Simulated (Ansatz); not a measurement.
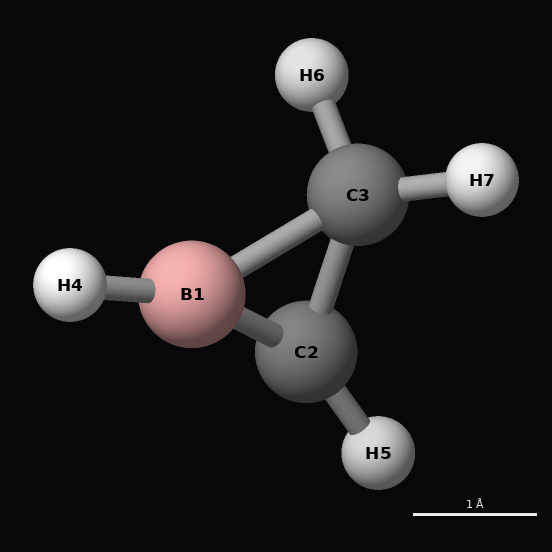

Numbered structure. Charge 0, doublet. The geometry was computed by an optimisation with PBE-D4/def2-SVP. No frequency run is at hand to confirm it as a minimum.

Describe the coordination of atom 1.

B1 has 3 neighbours (C2 at 1.45, C3 at 1.63, H4 at 1.20 Å); the arrangement is T-shaped.
